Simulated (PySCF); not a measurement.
## What a change does: excited-state calculation on C$_{2}$H$_{7}$Al

System: C$_{2}$H$_{7}$Al.
Method of run 1: TDDFT PBE0/6-31G*, vertical, gas phase, core orbitals frozen in the response (PySCF 2.14.0).

The geometry comes from this level: PBE0-D3(BJ)/def2-SVP. Text and figures count atoms from 1; the logs count them from 0 in places.

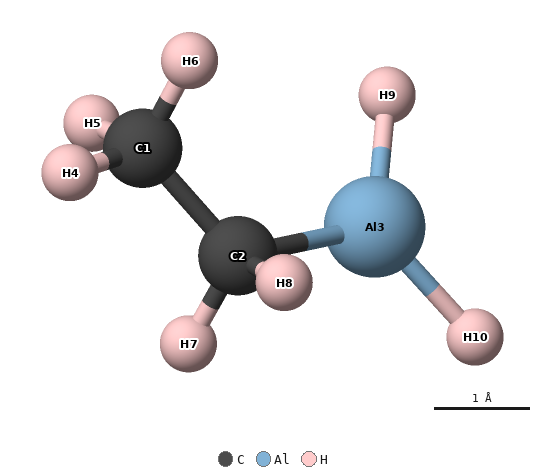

Fig. 1: The input geometry (ball-and-stick view, seen at a tilt; atoms are numbered from 1 in the order of the input). Sticks mark near contacts. Bond lengths as drawn: Al–C 1.96 Å, Al–H 1.60 Å, C–C 1.53 Å and C–H 1.10 to 1.11 Å.

## Input, run 1
```
{"job": {"kind": "uv", "xc": "PBE0", "basis": "6-31G*"}, "charge": 0, "multiplicity": 1}
C     -1.217279    -0.052658     0.543390
C     -0.190657     0.258176    -0.544721
Al     1.688422    -0.178309    -0.172847
H     -2.243568     0.218422     0.244688
H     -1.000396     0.488674     1.478434
H     -1.230349    -1.124364     0.800522
H     -0.223291     1.331413    -0.816946
H     -0.456715    -0.255783    -1.489402
H      2.124206    -0.854753     1.205124
H      2.799804     0.148379    -1.269418
```

The first line tells a small driver script what to run in PySCF; the rest is the geometry in Å.

Command:
```bash
OMP_NUM_THREADS=1 python <driver script> task.json out
```

Hardware: 1 CPU thread, shared host.

## Output (run 1)
```
coarse grid: 8136 points
cycle   1  E = -322.5824185688  dE = -1.349e-01  |g| = 3.794e-01  |ddm| = 2.441e+00
cycle   2  E = -322.5662841384  dE =  1.613e-02  |g| = 4.490e-01  |ddm| = 7.621e-01
cycle   3  E = -322.6225848216  dE = -5.630e-02  |g| = 2.520e-02  |ddm| = 4.362e-01
cycle   4  E = -322.6227817547  dE = -1.969e-04  |g| = 8.240e-03  |ddm| = 3.730e-02
cycle   5  E = -322.6227977954  dE = -1.604e-05  |g| = 3.078e-03  |ddm| = 9.575e-03
cycle   6  E = -322.6228002008  dE = -2.405e-06  |g| = 1.585e-04  |ddm| = 2.491e-03
final grid: 71912 points
cycle   7  E = -322.5902305475  dE = -6.385e-06  |g| = 5.921e-03  |ddm| = 1.142e-02
cycle   8  E = -322.5902255519  dE =  4.996e-06  |g| = 7.360e-03  |ddm| = 1.187e-02
cycle   9  E = -322.5902402406  dE = -1.469e-05  |g| = 2.462e-04  |ddm| = 6.496e-03
cycle  10  E = -322.5902402545  dE = -1.382e-08  |g| = 8.761e-05  |ddm| = 2.695e-04
cycle  11  E = -322.5902402564  dE = -1.891e-09  |g| = 1.468e-05  |ddm| = 7.869e-05
cycle  12  E = -322.5902402564  dE = -5.991e-11  |g| = 1.620e-06  |ddm| = 1.895e-05
converged SCF energy = -322.5902402564

Static polarisability (au): isotropic 45.096, principal 35.816 45.345 54.129

Singlet excitations
state   eV       nm        f      main configurations
  1   4.6956    264.0   0.00068   H->L 0.99
  2   5.4377    228.0   0.00000   H-1->L 1.00
  3   7.1375    173.7   0.00051   H-2->L 0.89, H->L+1 0.10
  4   7.3822    168.0   0.18001   H->L+1 0.86, H-2->L 0.10
  5   7.6940    161.1   0.01050   H-3->L 0.98
  6   8.0705    153.6   0.00005   H-1->L+1 0.96
  7   8.4317    147.0   0.02954   H->L+2 0.92
  8   8.5169    145.6   0.10620   H-4->L 0.97
  9   8.5484    145.0   0.01141   H->L+3 0.86
 10   9.2151    134.5   0.00494   H-2->L+1 0.95

Triplet excitations (Tamm-Dancoff, eV): 4.3935 4.9786 6.4871 6.9600
```

For run 2 the input was changed thus:
```diff
-"basis": "6-31G*"
+"basis": "def2-TZVP"
```

Predict how the results change.

The total energy of run 2 is 35.1 kcal/mol lower, which measures the change of basis and not a stability. The HOMO goes from −7.40 to −7.53 eV. The LUMO goes from −1.24 to −1.31 eV. The lowest excitation goes from 4.70 to 4.77 eV. The strongest computed line goes from 7.38 to 6.94 eV. The number of SCF iterations is the same. The basis functions go from 60 to 141.

## Output (run 2)
```
coarse grid: 8136 points
cycle   1  E = -322.6114592042  dE = -1.424e-01  |g| = 3.904e-01  |ddm| = 2.108e+00
cycle   2  E = -322.5908822396  dE =  2.058e-02  |g| = 4.791e-01  |ddm| = 6.545e-01
cycle   3  E = -322.6520468172  dE = -6.116e-02  |g| = 3.242e-02  |ddm| = 3.810e-01
cycle   4  E = -322.6523332121  dE = -2.864e-04  |g| = 9.910e-03  |ddm| = 3.799e-02
cycle   5  E = -322.6523509569  dE = -1.774e-05  |g| = 3.537e-03  |ddm| = 7.967e-03
cycle   6  E = -322.6523538972  dE = -2.940e-06  |g| = 6.389e-04  |ddm| = 2.295e-03
final grid: 71912 points
cycle   7  E = -322.6462157971  dE = -2.388e-05  |g| = 5.934e-03  |ddm| = 2.852e-02
cycle   8  E = -322.6462104315  dE =  5.366e-06  |g| = 7.398e-03  |ddm| = 8.851e-03
cycle   9  E = -322.6462245809  dE = -1.415e-05  |g| = 3.265e-04  |ddm| = 5.083e-03
cycle  10  E = -322.6462246037  dE = -2.278e-08  |g| = 1.407e-04  |ddm| = 3.062e-04
cycle  11  E = -322.6462246082  dE = -4.469e-09  |g| = 2.739e-05  |ddm| = 9.006e-05
cycle  12  E = -322.6462246084  dE = -1.927e-10  |g| = 2.909e-06  |ddm| = 2.407e-05
converged SCF energy = -322.6462246084

Static polarisability (au): isotropic 53.352, principal 44.449 52.822 62.784

Singlet excitations
state   eV       nm        f      main configurations
  1   4.7656    260.2   0.00114   H->L 0.99
  2   5.4092    229.2   0.00000   H-1->L 1.00
  3   6.9363    178.7   0.09138   H->L+1 0.94
  4   7.1958    172.3   0.02716   H-2->L 0.95
  5   7.7128    160.8   0.00146   H-1->L+1 0.93
  6   7.7446    160.1   0.01158   H-3->L 0.98
  7   7.8744    157.5   0.01839   H->L+2 0.92
  8   7.9364    156.2   0.07159   H->L+3 0.85
  9   8.4741    146.3   0.06346   H-4->L 0.92
 10   8.7895    141.1   0.08259   H->L+4 0.49, H-1->L+3 0.26, H-1->L+2 0.18

Triplet excitations (Tamm-Dancoff, eV): 4.4526 4.8864 6.2909 6.9836
```

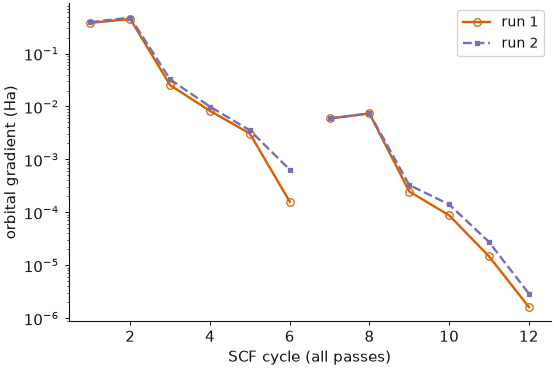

Fig. 2: Convergence of the two runs: orbital gradient against the SCF cycle. A break in a curve parts two SCF passes (coarse and final grid). Run 1 takes 12 cycles in all, and run 2 takes 12.

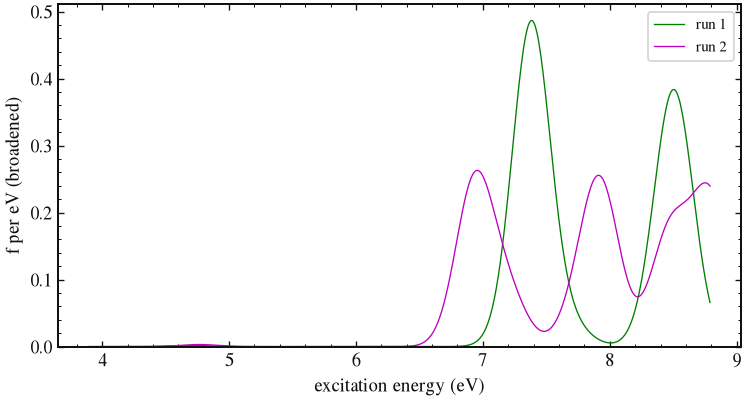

Fig. 3: Absorption of the two runs from their computed states, each broadened by a Gaussian of 0.35 eV full width; the range ends where the shorter list of states ends.

## The two runs side by side

| quantity | run 1 | run 2 |
| --- | --- | --- |
| outcome | converged | converged |
| total energy (hartree) | −322.590240 | −322.646225 |
| HOMO (eV) | −7.40 | −7.53 |
| LUMO (eV) | −1.24 | −1.31 |
| dipole moment (D) | 0.74 | 0.76 |
| lowest excitation (eV) | 4.70 | 4.77 |
| SCF iterations | 12 | 12 |
| strongest computed line (eV) | 7.38 | 6.94 |
| basis functions | 60 | 141 |
| wall time (shared host) | 3 s | 8 s |
